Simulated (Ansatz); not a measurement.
ZrB2Br3 (space group P-62m, No. 189): coordinates from a relaxation with DFT PBE, scalar-relativistic, plane waves, PAW in Ansatz 0.2.0; the starting structure was generated, so it need not be a known form of this composition.

```
CELL_PARAMETERS angstrom
6.36680 0.00000 0.00000
-3.18340 5.51381 0.00000
0.00000 0.00000 3.65994
ATOMIC_POSITIONS crystal
Zr 0.00000 0.00000 0.00000
B 0.66667 0.33333 0.00000
B 0.33333 0.66667 0.00000
Br 0.00000 0.32162 0.50000
Br 0.67838 0.67838 0.50000
Br 0.32162 0.00000 0.50000
```

Bonds are taken as B–Br below 3.2 Å and Br–Zr below 3.1 Å. Simplification: prune 0- and 1-connected atoms, fold 2-connected ones into links.

Derive the underlying net.

The result is a uninodal 6-connected, three-periodic net: Zr, B and Br are 6-connected nodes. It is the acs net, known from WC. It is a single net, without interpenetration.

| node | links | point symbol | coordination sequence |
| --- | --- | --- | --- |
| Zr, B and Br | 6 | 4^9.6^6 | 6 20 42 74 114 164 222 290 366 452 |

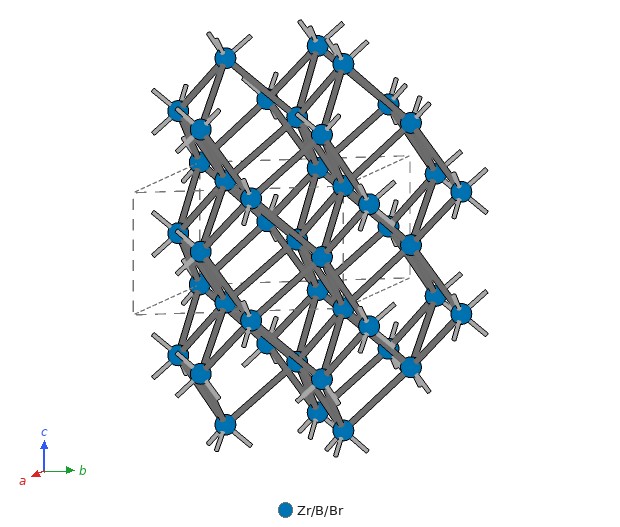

Nodes are coloured by topological kind. Edges to nodes outside the piece are drawn as stubs.
